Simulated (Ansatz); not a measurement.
## Ligand exchange: LiF + InH2(SH) → LiSH + InH2F

Gas-phase species: LiF, singlet; InH2(SH), singlet; LiSH `[Li][SH]`, singlet; InH2F `[F][InH2]`, singlet. The partners trade F for SH: Li–F and In–SH bonds give way to Li–SH and In–F.

Shapes, held fixed at every level: PBE0-D4/def2-TZVP. Programs: Ansatz 0.2.0. The zero-point and thermal change to 298 K, harmonic and unscaled (PBE0-D4/def2-TZVP), is -3.2 kJ/mol.

| level | kind | ΔH(298 K) (kJ/mol) | less CCSD(T)/def2-TZVPP |
| --- | --- | --- | --- |
| HF/def2-TZVPP | Hartree–Fock | +53.4 | -15.0 |
| PBE-D4/def2-TZVPP | GGA | +71.8 | +3.4 |
| r2SCAN0-D4/def2-TZVPP | global hybrid | +66.6 | -1.8 |
| wB97M-V/def2-TZVPP | range-separated hybrid | +67.0 | -1.4 |
| MP2/def2-SVP | perturbation theory | +74.0 | +5.6 |
| MP2/def2-TZVPP | perturbation theory | +75.1 | +6.7 |
| CCSD/def2-TZVPP | coupled cluster or CI | +67.5 | -0.9 |
| CCSD(T)/def2-TZVPP | coupled cluster or CI | +68.4 | 0.0 |

The highest level, CCSD(T)/def2-TZVPP, gives ΔH(298 K) = +68.4 kJ/mol; the levels span +53.4 to +75.1. The column of differences is taken from that level and isn't an error. No measured value is set beside it here. For atoms past krypton def2 sets carry core potentials with scalar relativity. Outer-core shells of In, Li are correlated, in sets that cover them unevenly. Sets without diffuse functions underbind ionic bonds of s-block metals.

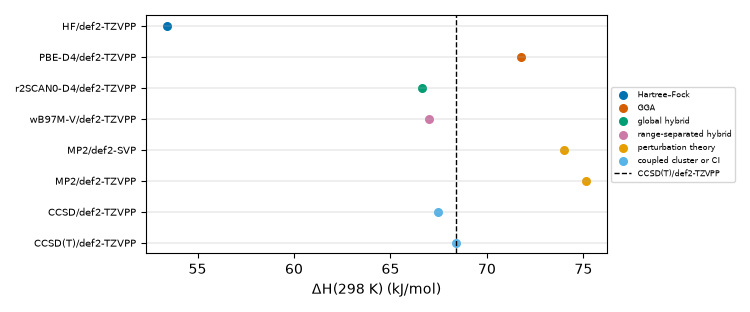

The values of the table, level by level.
